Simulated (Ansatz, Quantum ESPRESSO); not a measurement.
# 1T-TiS2, 1 layer against a metal electrode: the far face's level over the Fermi level at a withheld member of a series

**Set-up.** Quantum ESPRESSO 7.5, PBE, GBRV ultrasoft. The slab is relaxed neutral under PBE-D3(BJ), then held. ESM with bc3: vacuum below and a metal electrode about 6 Å above the top atoms. Fermi-Dirac smearing of 0.004 Ry and a dense mesh. Charges are set per cell from the starting area. The series steps the charge of the slab (positive: electrons removed).

| charge of the slab | far face's level over the Fermi level (eV) |
| --- | --- |
| 1 ×10¹³ e/cm² | 5.808 |
| 2 ×10¹³ e/cm² | 5.840 |
| 3 ×10¹³ e/cm² | 5.878 |
| 4.5 ×10¹³ e/cm² | 5.942 |
| 6 ×10¹³ e/cm² | 6.011 |
| 7 ×10¹³ e/cm² | 6.052 |

One more run was made and is withheld. What is the far face's level over the Fermi level at 8 ×10¹³ e/cm²?

**Worked estimate.** The rows at 6 ×10¹³ e/cm² and 7 ×10¹³ e/cm² give a slope of (6.052 − (6.011))/(7 − (6)) = 0.041, so a straight line gives 6.093 eV. A parabola through these and the row at 4.5 ×10¹³ e/cm² gives 6.089 eV.

**The withheld run.** 6.098 eV. The line misses by −0.005 and the parabola by −0.009 eV. The line does better here.

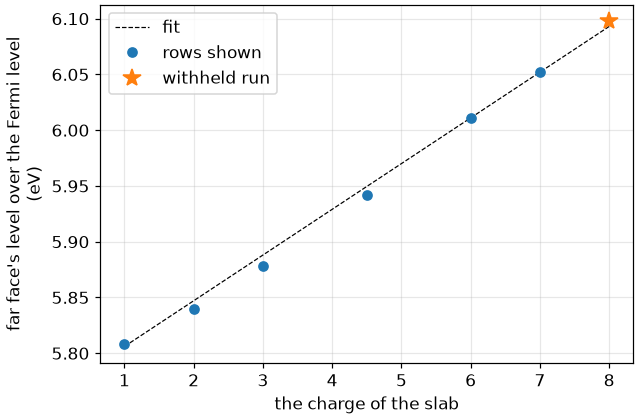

The rows shown, the fit and the withheld run.

Caveats: Vacuum fills the gap; ions don't answer the charge; added electrons can spill towards the electrode at the most negative charges. Charges count on the starting cell, which the relaxation changed by some per cent. Members without a usable value, or on the other side of zero field or charge, are not listed.
